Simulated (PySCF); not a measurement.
# BH₃: relaxation and vibrations of the singlet

Aim: relax BH₃ as a singlet from a trigonal planar start, check by its vibrations whether the end is a minimum, and collect its spectrum and constants.

Computed with PySCF 2.14.0. Level: B3LYP, basis B def2-TZVP, H def2-TZVP, no relativity, density fitting.

### Step 1. Where the work starts

4 atoms, charge 0, spin multiplicity 1.

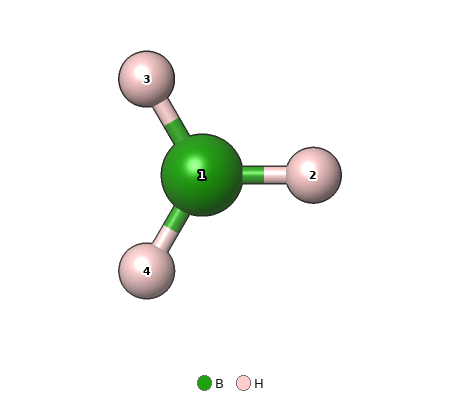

Start geometry, drawn with boron green, hydrogen pink; atoms are numbered from 1 in the order of the file.

```xyz
4
charge 0 multiplicity 1
B     0.0000    0.0000    0.0000
H     1.1700    0.0000    0.0000
H    -0.5850    1.0132    0.0000
H    -0.5850   -1.0132    0.0000
```

### Step 2. The SCF at the typed geometry

The steps below are one call of a driver around PySCF. For each, scf.py gives the equivalent set-up of the SCF; relaxations use the driver's own optimiser. After this first run the driver tries any further starts and a stability analysis.

scf.py

```python
from pyscf import gto, scf, dft
mol = gto.M(atom='''
B      0.000000     0.000000     0.000000
H      1.170000     0.000000     0.000000
H     -0.585000     1.013200     0.000000
H     -0.585000    -1.013200     0.000000''',
    basis={'B': 'def2-TZVP', 'H': 'def2-TZVP'},
    charge=0, spin=0)
mf = dft.RKS(mol, xc='B3LYP')
mf.grids.atom_grid = (50, 194)
aux = {'B': 'def2-universal-JKFIT', 'H': 'def2-universal-JKFIT'}
mf = mf.density_fit(auxbasis=aux)
mf.conv_tol = 1e-08
mf.diis_space = 10
mf.max_cycle = 60
mf.init_guess = 'minao'
mf.verbose = 4
mf.kernel()
```

Started as:

```sh
> OMP_NUM_THREADS=2 python axn.py task.json out
```

Output:

```text
init E= -26.3997239463161
  HOMO = -0.393496883032021  LUMO = -0.136853614436626  gap/eV = 6.98362
cycle= 1 E= -26.6188805343284  delta_E= -0.219  |g|= 0.109  |ddm|= 1.14
  HOMO = -0.339404801194317  LUMO = -0.0654101598050207  gap/eV = 7.45577
cycle= 2 E= -26.622389592408  delta_E= -0.00351  |g|= 0.05  |ddm|= 0.163
  HOMO = -0.361648658025166  LUMO = -0.0833310058429415  gap/eV = 7.57341
cycle= 3 E= -26.6232612239694  delta_E= -0.000872  |g|= 0.0122  |ddm|= 0.0557
  HOMO = -0.360362182195044  LUMO = -0.0809519000802101  gap/eV = 7.60314
cycle= 4 E= -26.6233090962725  delta_E= -4.79e-05  |g|= 0.000519  |ddm|= 0.0104
  HOMO = -0.360150661442902  LUMO = -0.0808408585280365  gap/eV = 7.60041
cycle= 5 E= -26.6233091738967  delta_E= -7.76e-08  |g|= 8.89e-06  |ddm|= 0.000728
  HOMO = -0.360153113195997  LUMO = -0.0808434054037015  gap/eV = 7.60040
cycle= 6 E= -26.6233091739387  delta_E= -4.2e-11  |g|= 1.17e-06  |ddm|= 2.43e-05
  HOMO = -0.360152730645329  LUMO = -0.0808429297870621  gap/eV = 7.60041
Extra cycle  E= -26.623309173939  delta_E= -2.34e-13  |g|= 7.48e-07  |ddm|= 1.55e-06
converged SCF energy = -26.623309173939
```

This step, with its further starts and checks, took 0.6 s on 2 threads of Arm Neoverse V2, shared host.

The test of internal stability found no lower closed-shell solution.

### Step 3. Relaxing the singlet from the trigonal planar start

The program finds D3h symmetry in the start, which this walk keeps. Threshold on the gradient: 0.0003 Eh/bohr, with a further test on the energy change.

scf.py, as its differences from that of step 2:

```diff
@@ -3,4 +3,4 @@
-B      0.000000     0.000000     0.000000
-H      1.170000     0.000000     0.000000
-H     -0.585000     1.013200     0.000000
-H     -0.585000    -1.013200     0.000000''',
+B     -0.000000     0.000000     0.000000
+H      1.169971     0.000000     0.000000
+H     -0.584986     1.013225     0.000000
+H     -0.584986    -1.013225     0.000000''',
@@ -16 +15,0 @@
-mf.init_guess = 'minao'
```

The optimiser's trace:

```
step  energy (Eh)  change (kJ/mol)  largest symmetric gradient (Eh/bohr)
   0   -26.623309             0.00                               0.00963
   1   -26.623804            -1.30                               0.00209
   2   -26.623830            -1.37                               0.00010
   3   -26.623830            -1.37                               0.00000
```

The walk took 0.9 s.

Positions (Å) and forces (eV/Å) along the way:

```
step 0
B    0.000   0.000   0.000  -0.001   0.000   0.000
H    1.170   0.000   0.000   0.495   0.000   0.000
H   -0.585   1.013   0.000  -0.247   0.429   0.000
H   -0.585  -1.013   0.000  -0.247  -0.429   0.000
step 1
B    0.000   0.000   0.000  -0.001   0.000   0.000
H    1.185   0.000   0.000   0.107   0.000   0.000
H   -0.593   1.026   0.000  -0.053   0.093   0.000
H   -0.593  -1.026   0.000  -0.053  -0.093   0.000
step 2
B    0.000   0.000   0.000   0.000   0.000   0.000
H    1.189   0.000   0.000   0.005   0.000   0.000
H   -0.595   1.030   0.000  -0.002   0.005   0.000
H   -0.595  -1.030   0.000  -0.002  -0.005   0.000
step 3
B    0.000   0.000   0.000   0.000   0.000   0.000
H    1.189   0.000   0.000   0.000   0.000   0.000
H   -0.595   1.030   0.000   0.000   0.000   0.000
H   -0.595  -1.030   0.000   0.000   0.000   0.000
```

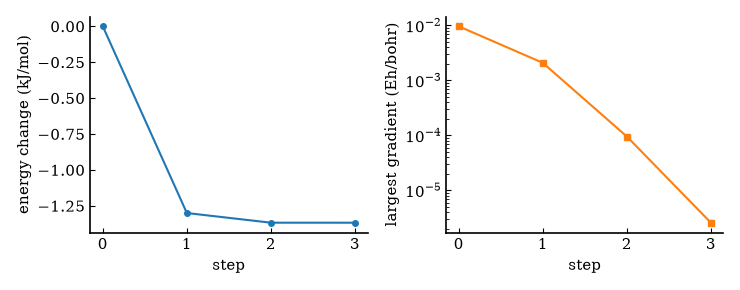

How energy and gradient fall.

After 3 steps and 1.4 kJ/mol it ends at D3h: B–H 1.189 Å (×3); H–B–H 120.0° (×3).

### Step 4. Vibrations and properties at this point

The point is checked on the finer grid, and tightened if its gradient asks for it. The Hessian and the dipole derivatives come from central differences of analytic gradients, with steps of 0.02 bohr.

scf.py, as its differences from that of step 3:

```diff
@@ -3,4 +3,4 @@
-B     -0.000000     0.000000     0.000000
-H      1.169971     0.000000     0.000000
-H     -0.584986     1.013225     0.000000
-H     -0.584986    -1.013225     0.000000''',
+B      0.000000     0.000000     0.000000
+H      1.189349     0.000000     0.000000
+H     -0.594674     1.030006     0.000000
+H     -0.594674    -1.030006     0.000000''',
@@ -10 +10 @@
-mf.grids.atom_grid = (50, 194)
+mf.grids.atom_grid = (75, 302)
@@ -13 +13 @@
-mf.conv_tol = 1e-08
+mf.conv_tol = 1e-10
```

The driver hands on the density of the step before, so the log starts near convergence.

SCF at the final geometry:

```text
init E= -26.6238342265778
  HOMO = -0.358134195344797  LUMO = -0.0815881470323614  gap/eV = 7.52520
cycle= 1 E= -26.6238342265779  delta_E= -1.21e-13  |g|= 3.5e-09  |ddm|= 9.31e-09
  HOMO = -0.358134193875994  LUMO = -0.0815881466349815  gap/eV = 7.52520
Extra cycle  E= -26.6238342265778  delta_E= 6.39e-14  |g|= 1.55e-09  |ddm|= 4.07e-09
converged SCF energy = -26.6238342265778
```

The whole step took 3.3 s.

Geometry: D3h; B–H 1.189 Å (×3); H–B–H 120.0° (×3).

Modes, for the most abundant isotopes:

| symmetry | ω (cm⁻¹) | IR (km/mol) | type |
| --- | --- | --- | --- |
| a2'' | 1160 | 85.2 | bend |
| e' | 1202 | 29.2 | bend |
| a1' | 2566 | 0.0 | stretch |
| e' | 2694 | 253 | stretch |

All wavenumbers are real: a minimum.

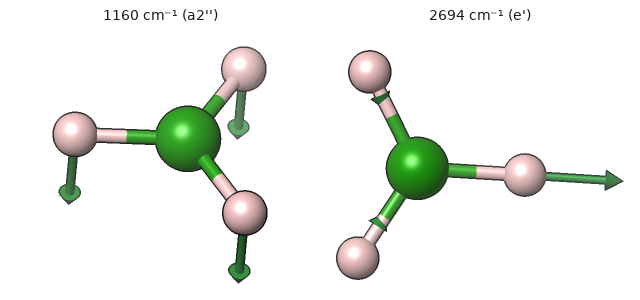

Displacements of 2 of the modes, as arrows (one member where a mode is degenerate).

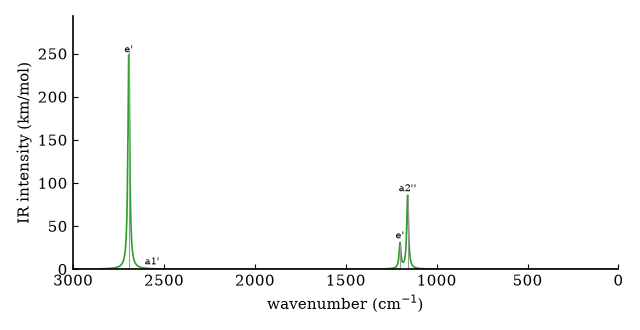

The harmonic infrared spectrum (widths in cm⁻¹). Lines are broadened to a width of 12 cm⁻¹ (Lorentzian).

Properties at this point:

| Quantity | Value |
| --- | --- |
| Dipole moment | 0.00 D |
| Highest occupied level | -9.75 eV |
| Lowest empty level | -2.22 eV |
| Rotational constants | 7.883, 7.883, 3.942 cm⁻¹ |
| Zero-point energy | 68.9 kJ/mol |
| Principal polarisabilities | 12.0, 18.1, 18.1 bohr³ |
| Atomisation energy without zero-point energy | 1190 kJ/mol |
| Principal traceless quadrupole moments about the centre of mass | -1.12, -1.12, 2.23 D Å |
| Entropy at 298.15 K and 1 bar | 188.3 J/(mol K) |
| Heat capacity Cp at 298.15 K | 35.9 J/(mol K) |
| Enthalpy at 298.15 K above 0 K | 10.05 kJ/mol |
| Rotational symmetry number | 6 |

Populations by atom (charges in e):

```
  atom  Mulliken  Löwdin  polar tensor  Mayer order to B1
    B1     -0.03   -0.10          0.51                  –
H2,3,4      0.01    0.03         -0.17               0.99
```

Mulliken populations on B1: s 3.15, p 1.84, d 0.04, f 0.00.

### Step 5. Summary of results

| quantity | value |
| --- | --- |
| minimum | singlet, D3h |
| geometry | B–H 1.189 Å (×3); H–B–H 120.0° (×3) |
| wavenumbers (cm⁻¹) | 1160 (a2''), 1202 (e'), 2566 (a1'), 2694 (e') |
| dipole moment | 0.00 D |
| highest occupied, lowest empty level | -9.75, -2.22 eV |
| polar-tensor charge of B1 | +0.51 e |
| zero-point energy | 68.9 kJ/mol |
| entropy at 298.15 K | 188.3 J/(mol K) |
| atomisation energy (no zero-point energy) | 1190 kJ/mol |

What this shows: The trigonal planar start keeps its D3h symmetry and ends in a minimum. The strongest infrared band lies at 2694 cm⁻¹ (e', stretch). B1 has a polar-tensor charge of +0.5 e (a dipole derivative, not a static charge), yet symmetry cancels the bond dipoles. Other starts or spin states, not run here, may lie lower.

The search up to here took 5 s.
